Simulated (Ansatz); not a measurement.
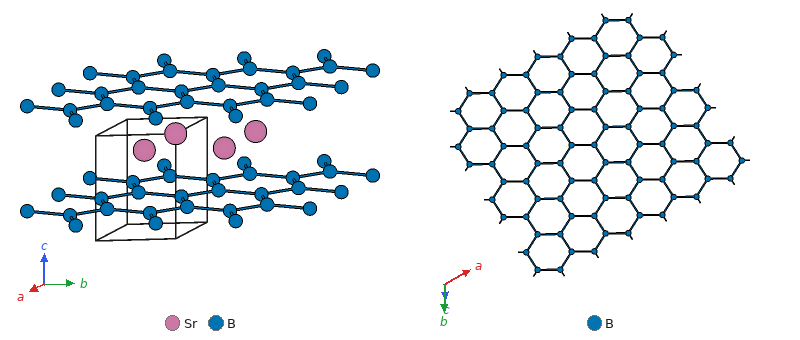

Left: the structure. Right: its underlying net. Nodes are coloured by element. One layer is drawn. Edges to nodes outside the piece are drawn as stubs.

SrB₂ (space group P6/mmm, No. 191): the end point of a relaxation with DFT PBE, scalar-relativistic, plane waves, PAW (Ansatz 0.2.0); the starting structure was generated, so it need not be a known form of this composition.

Bonds are taken as B–B below 2.1 Å; Sr is left out of the net, as the electropositive filling of the structure; no other contact counts. Simplification: prune 0- and 1-connected atoms, fold 2-connected ones into links.

The result is a uninodal 3-connected, two-periodic (layers) net: B is a 3-connected node. It is the hcb net, known from graphene. The layers lie parallel to (001).

```csv
node,links,point symbol,coordination sequence
B,3,6^3,3 6 9 12 15 18 21 24
```
